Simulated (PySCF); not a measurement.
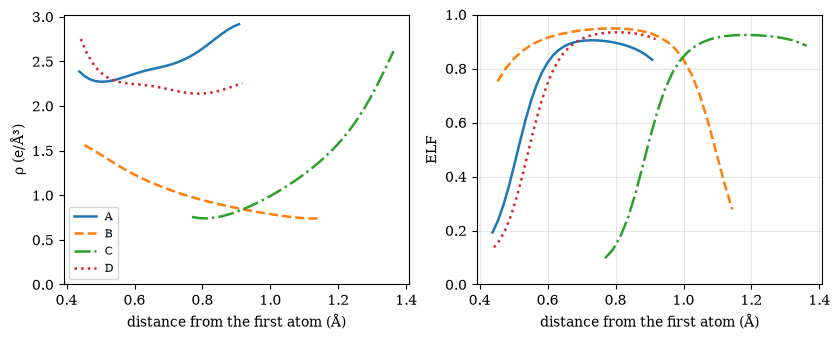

Figure 1: C5H9N2Si (SMILES CC[SiH]n1ccnc1) (doublet). Total electron density and ELF along straight lines between neighbouring atoms. The curves leave out the atomic cores.

Geometry: GFN2-xTB.

All numbers below come from UKS B3LYP, pcH-1 on C H N Si, non-relativistic, mean-field spin-orbit, GIAO in PySCF.

```xyz
17

C    -2.1673    0.4469   -0.3878
C    -1.6809    0.7386    1.0323
Si   -0.4255   -0.5730    1.6116
N     0.9812   -0.4841    0.5607
C     1.8527    0.5708    0.4307
C     2.7603    0.2218   -0.5197
N     2.4762   -1.0272   -0.9871
C     1.4279   -1.4154   -0.3304
H    -2.8573    1.2200   -0.7217
H    -1.3316    0.4158   -1.0844
H    -2.6841   -0.5096   -0.4322
H    -1.2307    1.7332    1.0564
H    -2.5356    0.7649    1.7090
H    -0.8759   -1.9604    1.5147
H     1.7457    1.4562    1.0237
H     3.5954    0.7751   -0.8999
H     0.9426   -2.3616   -0.4598
```

### Which curve belongs to which contact (C–C, C–N, C–Si and Si–N)? The first atom named is at distance zero.

Curve A: C–N (1.30 Å): the density is about 2.4 e/Å³ at the midpoint; the ELF peaks at about 0.90 between the atoms: a covalent bond. Curve B: C–Si (1.91 Å): the density is about 0.82 e/Å³ at the midpoint; the ELF peaks at about 0.95 between the atoms, as expected for a shared electron pair. Curve C: Si–N (1.76 Å): ρ at the midpoint is about 0.79 e/Å³; the ELF peaks at about 0.90 between the atoms, as expected for a shared but strongly polarised pair. Curve D: C–C (1.36 Å): the density is about 2.2 e/Å³ at the midpoint; the ELF peaks at about 0.95 between the atoms; localised, covalent bonding.
